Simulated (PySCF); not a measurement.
# C3H6O (Oxetane): the cost of one run

Programs: PySCF 2.14.0, with density-fitted response routines of our own. Each step states its level of theory. These are calculated values for one molecule, in the gas phase or a continuum, unless marked as measured. Atoms are numbered from 0 throughout.

## Step 1: The starting structure

10 atoms, charge 0, multiplicity 1; geometry from: GFN2-xTB. The atoms were then displaced at random by about 0.01 Å, so the start is not that level's minimum.

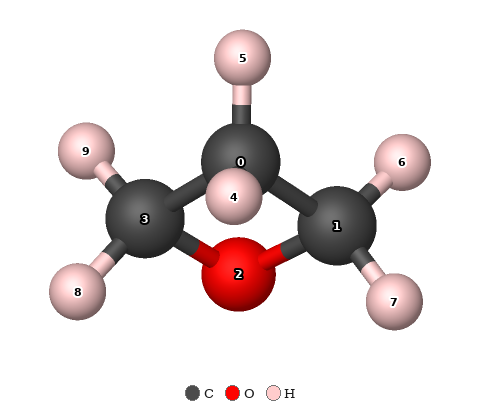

The starting geometry (carbon dark grey, oxygen red, hydrogen pink), atoms numbered.

## Step 2: Geometry optimisation at PBE0-D3(BJ)/def2-TZVP

Job settings and geometry (Å):

```
{"job": {"xc": "PBE0", "basis": "def2-TZVP", "d3": "d3bj", "grid": 2, "shake": 0.01, "kind": "geom"}, "charge": 0, "multiplicity": 1}
C     -0.064070     0.599600    -0.481790
C      1.056370    -0.201870     0.106650
O      0.123340    -1.045080     0.797250
C     -0.954460    -0.329270     0.293730
H     -0.125820     1.655770    -0.175990
H     -0.184590     0.574230    -1.569090
H      1.673520    -0.763000    -0.609300
H      1.738290     0.342110     0.792650
H     -1.577050     0.126070     1.120550
H     -1.635090    -0.979500    -0.295710
```

On the command line:

```sh
$ OMP_NUM_THREADS=1 python probes_run.py task.json out
```

One launch serves the whole session: the jobs run in the order shown.

**Question.** How long does this first job take on 1 thread of Arm Neoverse V2, shared host, and how much memory does it need?

About 43 s, with a peak of 0.76 GiB.
